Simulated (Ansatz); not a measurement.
**PBE/6-31G(d) (spherical functions) run of C2H7AlO (SMILES C[CH2][AlH][OH])**

What is the electronic atomisation energy of C2H7AlO at PBE/6-31G* (spherical functions)? 

The calculation is run with Ansatz 0.2.0.

61 further runs of the same task are left out: 61 set aside as unsound or not needed.

### Step 1. Starting point

C2H7AlO has 11 atoms, charge 0, and is taken as a singlet. SMILES: `C[CH2][AlH][OH]`. The coordinates come from a PBE0-D4/def2-TZVP relaxation. This is one conformer, not always the lowest.

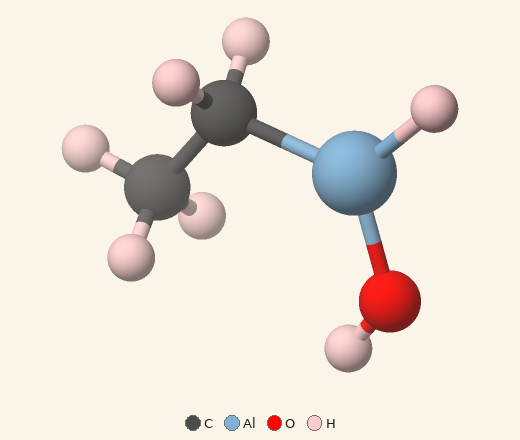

The structure, seen from a chosen angle (carbon dark grey, aluminium light blue, oxygen red, hydrogen pink).

### Step 2. The energy at PBE/6-31G(d) (spherical functions)

in.yaml

```yaml
crystal:
  periodic: [false, false, false]
  atoms:
    - symbol: C
      position_ang: [-1.111600, 0.829400, 0.106400]
    - symbol: C
      position_ang: [0.175900, 0.388000, 0.802000]
    - symbol: Al
      position_ang: [1.254500, -0.947900, -0.137800]
    - symbol: O
      position_ang: [0.762600, -1.576800, -1.639300]
    - symbol: H
      position_ang: [-1.791000, -0.011900, -0.058700]
    - symbol: H
      position_ang: [-1.662600, 1.575000, 0.687600]
    - symbol: H
      position_ang: [-0.910600, 1.273300, -0.872900]
    - symbol: H
      position_ang: [-0.049300, -0.010000, 1.800700]
    - symbol: H
      position_ang: [0.818800, 1.256800, 0.997900]
    - symbol: H
      position_ang: [2.622300, -1.522700, 0.412400]
    - symbol: H
      position_ang: [-0.043800, -1.310100, -2.077800]
basis:
  gaussian:
    orbitals: 6-31G_st_-spherical.json
magnetization:
  spin_polarized: false
  initial_magnetization: 0
hamiltonian:
  xc: pbe
accuracy: high
output: {orbitals: {seedname: orbitals}}
```

The basis set 6-31G* is read from a file made from the Basis Set Exchange's data (not shown).

Command:

```
$ ansatz run in.yaml --threads 1 --pin off --max-ram 3480MiB --events-out events.jsonl --progress --plain --runs-dir runs
```

What it wrote:

```text
Warning: RAYON_NUM_THREADS=1 ignored (pool sized by the plan → 1); use --threads N
Functional definition: PBE
  name "PBE"
  parameter kappa = 0.804
  parameter beta = 0.06672455060314922
  exchange = pbe_x(kappa = kappa, mu = beta*pi^2/3)
  correlation = pbe_c(beta = beta)
1781 factors; integrals over basis functions are off by at most 3.5e-9 eV
mean field evaluation 1: about -10809.1853 eV, gradient 8.1e1 eV
mean field evaluation 2: about -10751.7419 eV, gradient 1.7e2 eV
mean field evaluation 4: about -10822.9804 eV, gradient 1.3e1 eV
mean field evaluation 8: about -10823.3776 eV, gradient 3.5e-1 eV
mean field evaluation 16: about -10823.3779 eV, gradient 1.0e-5 eV
mean field -10823.37785134 eV, -397.7517996878 hartree, gradient 3.9e-8 eV, S^2 0.000000; 0 other end points of the search recorded, 0 dependent functions left out
reference -10823.37785556 eV, -397.7517998430 hartree; 20, 20 occupied and 54, 54 virtual orbitals, 1781 factors
Total energy: -10823.37785556 eV, -397.7517998430 hartree
```

Wall time 5.7 s (1 thread of Arm Neoverse V2, shared host); peak memory 0.2 GiB.

### Step 3. The Al atom

input.yaml

```yaml
crystal:
  periodic: [false, false, false]
  atoms:
    - {symbol: Al, position_ang: [0.000000, 0.000000, 0.000000]}
basis:
  gaussian:
    orbitals: 6-31G_st_-spherical.json
magnetization:
  spin_polarized: true
  initial_magnetization: 1
hamiltonian:
  xc: {name: PBE}
accuracy: high
```

The basis set 6-31G* is read from a file made from the Basis Set Exchange's data (not shown).

Command:

```
$ ansatz run input.yaml --threads 1 --pin off --max-ram 3480MiB --events-out events.jsonl --progress --plain --runs-dir runs
```

What it wrote:

```text
Warning: RAYON_NUM_THREADS=1 ignored (pool sized by the plan → 1); use --threads N
Functional definition: PBE
  name "PBE"
  parameter kappa = 0.804
  parameter beta = 0.06672455060314922
  exchange = pbe_x(kappa = kappa, mu = beta*pi^2/3)
  correlation = pbe_c(beta = beta)
140 factors; integrals over basis functions are off by at most 3.7e-9 eV
mean field evaluation 1: about -6590.7261 eV, gradient 1.6e0 eV
mean field evaluation 2: about -6590.7665 eV, gradient 4.1e-1 eV
mean field evaluation 4: about -6590.7679 eV, gradient 1.2e-1 eV
mean field evaluation 8: about -6590.7681 eV, gradient 4.9e-5 eV
mean field evaluation 16: about -6590.6966 eV, gradient 2.2e0 eV
mean field evaluation 32: about -6590.7681 eV, gradient 1.1e-3 eV
mean field -6590.76809805 eV, -242.2062602203 hartree, gradient 3.5e-9 eV, S^2 0.752292; 3 other end points of the search recorded, 0 dependent functions left out
reference -6590.76810011 eV, -242.2062602959 hartree; 7, 6 occupied and 11, 12 virtual orbitals, 140 factors
Total energy: -6590.76810011 eV, -242.2062602959 hartree
```

It took 1 s on 1 thread of Arm Neoverse V2, shared host.

### Step 4. The C atom at the same level

molecule.yaml

```yaml
crystal:
  periodic: [false, false, false]
  atoms:
    - {symbol: C, position_ang: [0.000000, 0.000000, 0.000000]}
basis:
  gaussian:
    orbitals: 6-31G_st_-spherical.json
magnetization:
  spin_polarized: true
  initial_magnetization: 2
hamiltonian:
  xc: {name: PBE}
accuracy: high
```

The basis set 6-31G* is read from a file made from the Basis Set Exchange's data (not shown).

Run the same way, it converges to -37.78132 Eh (log not shown).

### Step 5. The H atom, same level

molecule.yaml

```yaml
crystal:
  periodic: [false, false, false]
  atoms:
    - symbol: H
      position_ang: [0.000000, 0.000000, 0.000000]
basis:
  gaussian: {orbitals: "6-31G*"}
magnetization: {spin_polarized: true, initial_magnetization: 1}
hamiltonian: {xc: {name: PBE}}
accuracy: high
```

Run the same way, it converges to -0.49743 Eh (log not shown).

### Step 6. The O atom, same level

molecule.yaml

```yaml
crystal:
  periodic: [false, false, false]
  atoms:
    - {symbol: O, position_ang: [0.000000, 0.000000, 0.000000]}
basis:
  gaussian: {orbitals: 6-31G_st_-spherical.json}
magnetization: {spin_polarized: true, initial_magnetization: 2}
hamiltonian: {xc: pbe}
accuracy: high
```

The basis set 6-31G* is read from a file made from the Basis Set Exchange's data (not shown).

Run the same way, it converges to -74.97241 Eh (log not shown).

### Step 7. Results

At PBE/6-31G* (spherical functions):

```
                     quantity          value
       molecule: total energy  -397.75180 Eh
        molecule: HOMO energy       -6.00 eV
        molecule: LUMO energy       -1.01 eV
      molecule: HOMO–LUMO gap        4.99 eV
        Al atom: total energy  -242.20626 Eh
                Al atom: ⟨S²⟩          0.752
         C atom: total energy   -37.78132 Eh
                 C atom: ⟨S²⟩          2.001
         H atom: total energy    -0.49743 Eh
                 H atom: ⟨S²⟩          0.750
         O atom: total energy   -74.97241 Eh
                 O atom: ⟨S²⟩          2.002
electronic atomisation energy      41.592 eV
```

Taking the molecule apart into free atoms costs 41.59 eV (4013 kJ/mol), before zero-point energy and without spin-orbit coupling.
